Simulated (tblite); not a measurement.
# C4H10GeSSi2: geometry relaxation (part 3 of 3)

The same run, continued: C4H10GeSSi2; GFN2-xTB geometry optimisation, gas phase (tblite 0.8.0). It belongs to a series of runs on one base structure; here: H on Si replaced by 2-thienyl.

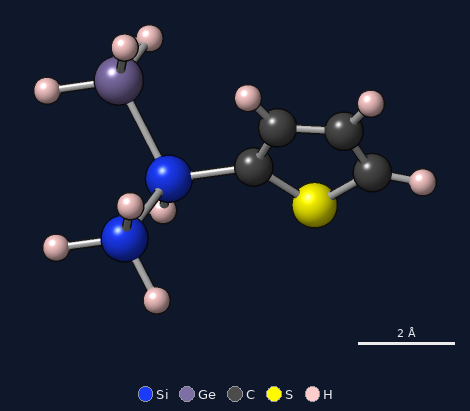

*The starting structure (ball-and-stick view, seen at a tilt). Sticks mark near contacts.*

## The input
```
{"job": {"kind": "relax", "xc": "GFN2-xTB", "basis": "xTB"}, "charge": 0, "multiplicity": 1}
Si    -2.333500    -1.186200    -0.431600
Si    -1.024600     0.614700    -0.542800
Ge    -1.344000     1.907200     1.352400
C      0.732900     0.066800    -0.605500
C      1.462900    -0.467000     0.466500
C      2.754300    -0.851400     0.091400
C      3.045500    -0.638100    -1.252900
S      1.689300     0.026300    -1.976700
H     -2.123700    -2.017200    -1.623800
H     -2.014500    -1.958800     0.778700
H     -3.749000    -0.753000    -0.371000
H     -1.341700     1.390100    -1.734300
H     -0.431400     3.152700     1.296200
H     -2.830300     2.362600     1.401600
H     -1.020200     1.082700     2.611500
H      1.070600    -0.571500     1.474700
H      3.469400    -1.275000     0.793400
H      3.979200    -0.878600    -1.739500
```

The first line tells a small driver script what to run in tblite; the rest is the geometry in Å.

Run as:
```bash
OMP_NUM_THREADS=1 python <driver script> task.json out
```

## Key numbers

| quantity | value |
| --- | --- |
| outcome | converged |
| total energy | −605.5503 eV |
| hardware | 1 CPU thread, shared host |
| wall time | 1.2 s |
| peak memory | 0.18 GiB |
